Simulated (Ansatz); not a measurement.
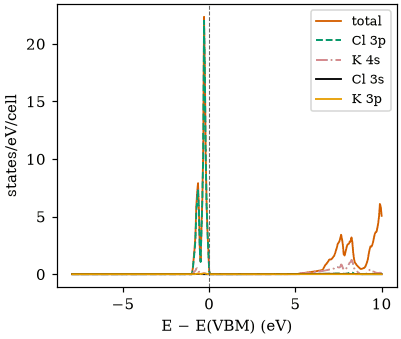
Total and projected density of states of KCl (rock salt, Fm-3m), DFT-PBE in the program Ansatz with PAW potentials

Task: Which orbitals carry the states next to the gap?

Result: Top 1 eV of the valence band: Cl 3p 96 %. Bottom 1 eV of the conduction band: K 4s 79 %, Cl 3s 14 %. Projections are on Löwdin-orthogonalised atomic valence shells; empty p or d shells of many metals are not among them.

Task: Where is the tallest occupied peak in this window, and what makes it?

Result: Near -0.3 eV, about 22 states/eV per cell; the largest projected share is Cl 3p.

The PBE relaxation kept the symmetry of its start; phonons on a q-mesh show no instability.

Potentials: the later of the program's two PAW sets.
